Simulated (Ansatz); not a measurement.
## Phonon calculation of C2H2In

C2H2In, multiplicity 2, SMILES C#[C][InH], computed with UKS r2SCAN-D4/def2-SVP (Ansatz 0.2.0).

Figures and captions count atoms from 1; the log counts them from 0 in places.

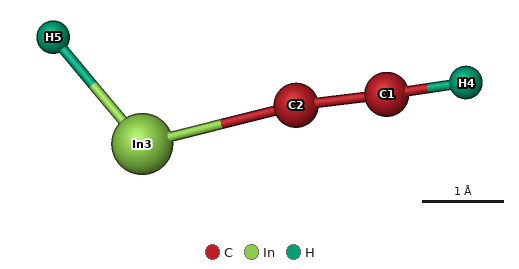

**Figure 1.** The input geometry (ball-and-stick view, seen at a tilt; atoms are numbered from 1 in the order of the input). Sticks mark near contacts.

**The input**
```yaml
crystal:
  periodic: [false, false, false]
  atoms:
    - { symbol: C, position_ang: [-1.556317, -0.213473, -0.181392] }
    - { symbol: C, position_ang: [-0.364406, 0.076591, -0.129153] }
    - { symbol: In, position_ang: [1.652584, 0.775259, -0.18317] }
    - { symbol: H, position_ang: [-2.596532, -0.489958, -0.210995] }
    - { symbol: H, position_ang: [2.864661, -0.14841, 0.70471] }
magnetization:
  spin_polarized: true
  initial_magnetization: 1
basis:
  gaussian: { orbitals: def2-SVP }
hamiltonian:
  xc: r2scan
  dispersion: d4
phonons: {}
```

Machine: 1 thread of Intel Xeon @ 2.50GHz (Skylake/Cascade Lake), 189 GiB of memory available, shared host.

Command:
```bash
ansatz run input.yaml --threads 1 --pin off --max-ram 2560MiB --backend cpu --events-out ev --progress --plain --runs-dir out
```

**What the program printed**
```
Engine: ansatz 0.2.0, x86_64-unknown-linux-gnu
Functional definition: r2SCAN
  parameter k0 = 0.174
  parameter k1 = 0.065
  parameter a1 = 4.9479
  exchange = r2scan_x(k0 = k0, k1 = k1, a1 = a1)
  correlation = r2scan_c
748 factors; their error is unknown
mean field evaluation 1: about -7268.5907 eV, gradient 3.3e1 eV
mean field evaluation 2: about -7191.0865 eV, gradient 9.1e1 eV
mean field evaluation 4: about -7273.3294 eV, gradient 2.2e1 eV
mean field evaluation 8: about -7275.9455 eV, gradient 6.8e-2 eV
mean field evaluation 16: about -7275.9336 eV, gradient 3.0e-4 eV
mean field -7275.93364719 eV, -267.3856297295 hartree, gradient 8.2e-5 eV, S^2 0.755741; 0 other end points of the search recorded, 0 dependent functions left out
the calculation of the forces begins
reference -7275.93366416 eV, -267.3856303529 hartree; 18, 17 occupied and 46, 47 virtual orbitals, 748 factors
these checks for a lower state are left out or cut short: stability, starts, cluster_reference, orbital_swaps, neighbouring_geometries, increment
748 factors; their error is unknown
mean field -7275.93323639 eV, -267.3856146325 hartree, gradient 3.0e-6 eV, S^2 0.755720; 0 other end points of the search recorded, 0 dependent functions left out
[... from here on the field's lines of each further geometry are left out, up to the last ...]
the calculation of the forces begins
reference -7275.93365761 eV, -267.3856301121 hartree; 18, 17 occupied and 46, 47 virtual orbitals, 748 factors
these checks for a lower state are left out or cut short: stability, starts, cluster_reference, orbital_swaps, neighbouring_geometries, increment
748 factors; their error is unknown
mean field -7275.93363872 eV, -267.3856294180 hartree, gradient 1.4e-6 eV, S^2 0.755720; 0 other end points of the search recorded, 0 dependent functions left out
the calculation of the forces begins
reference -7275.93365569 eV, -267.3856300415 hartree; 18, 17 occupied and 46, 47 virtual orbitals, 748 factors
Total energy: -7275.95288622 eV, -267.3863367507 hartree
Atom 0 at    -1.556317    -0.213473    -0.181392 Å, force    -0.000209     0.000046    -0.000074 eV/Å
Atom 1 at    -0.364406     0.076591    -0.129153 Å, force    -0.000012     0.000144    -0.000116 eV/Å
Atom 2 at     1.652584     0.775259    -0.183170 Å, force    -0.000095     0.000060    -0.000055 eV/Å
Atom 3 at    -2.596532    -0.489958    -0.210995 Å, force     0.000371    -0.000099     0.000152 eV/Å
Atom 4 at     2.864661    -0.148410     0.704710 Å, force    -0.000055    -0.000152     0.000094 eV/Å
Dipole moment:     0.048112     0.097255    -0.056501 e Å
Vibrations: 150.31 163.73 395.06 477.14 683.99 724.19 1599.70 2060.74 3444.68 cm⁻¹, zero-point energy 0.601295 eV
```

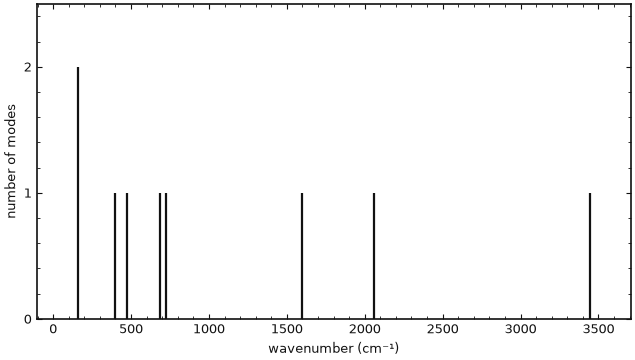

**Figure 2.** Harmonic vibrational wavenumbers from the force constants; neighbouring modes closer than 15 cm⁻¹ are counted in one stick. 9 modes from 150 to 3445 cm⁻¹, none imaginary.

**Results in brief**

```tsv
quantity	value
outcome	converged
total energy	−7275.9529 eV
mean-field energy	−7275.9337 eV
⟨S²⟩	0.756
largest force (length of the vector)	under 0.001 eV/Å
wall time	2.7 min
peak memory	0.16 GiB
```
